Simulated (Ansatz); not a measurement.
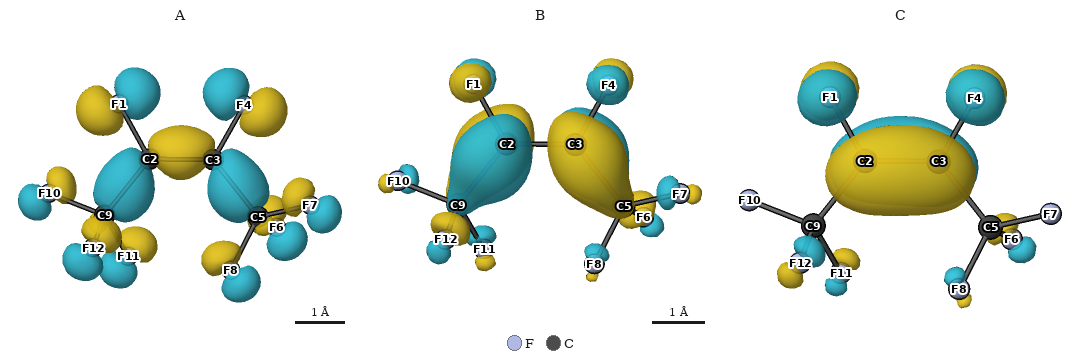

*C$_{4}$F$_{8}$ (SMILES FC(=C(F)C(F)(F)F)C(F)(F)F). Three frontier orbitals at ±0.15 Å⁻³ᐟ² (yellow and cyan are the two phases), in no order.*

Geometry: PBE0-D4/def2-TZVP.

Computed with Ansatz 0.2.0, RKS PBE0-D4/def2-TZVPP.

Input

```
crystal:
  periodic: [false, false, false]
  atoms:
    - {symbol: F, position_ang: [-0.934783, -1.117925, 1.829134]}
    - {symbol: C, position_ang: [-0.361270, -0.591297, 0.761186]}
    - {symbol: C, position_ang: [-0.516409, 0.705615, 0.524001]}
    - {symbol: F, position_ang: [-1.275263, 1.420701, 1.336799]}
    - {symbol: C, position_ang: [0.073591, 1.530498, -0.598886]}
    - {symbol: F, position_ang: [-0.746333, 1.576056, -1.649597]}
    - {symbol: F, position_ang: [0.258674, 2.775482, -0.171601]}
    - {symbol: F, position_ang: [1.244120, 1.051302, -1.003794]}
    - {symbol: C, position_ang: [0.408995, -1.606263, -0.061724]}
    - {symbol: F, position_ang: [-0.049849, -2.822190, 0.211613]}
    - {symbol: F, position_ang: [0.264727, -1.392087, -1.366164]}
    - {symbol: F, position_ang: [1.710899, -1.584989, 0.222932]}
basis:
  gaussian: {orbitals: def2-TZVPP}
hamiltonian: {xc: pbe0, dispersion: d4}
output: {orbitals: {seedname: orbitals}}
```

Run with:

```sh
ansatz run in.yaml --threads 4 --pin off --events-out ev --progress --plain --max-ram 66560MiB --backend cuda --devices 0, --max-vram 37GiB
```

> Which picture is the HOMO−1, the HOMO and the LUMO?

A is the HOMO−1 (−11.57 eV). It lies mainly on F4 (about 15 %), F1 (about 15 %), C3 (about 10 %), C2 (about 10 %), C5 (about 5 %) and F6 (about 5 %). C is the HOMO (−8.85 eV). Its weight (Hirshfeld) is mainly on C3 (about 30 %), C2 (about 30 %), F4 (about 15 %) and F1 (about 15 %); π-bonding across C3–C2. B is the LUMO (−1.55 eV). By Hirshfeld shares it lies mainly on C2 (about 30 %), C3 (about 30 %), C9 (about 10 %), C5 (about 5 %), F1 (about 5 %) and F4 (about 5 %).

> What is the HOMO–LUMO gap?

7.30 eV between the orbital energies.
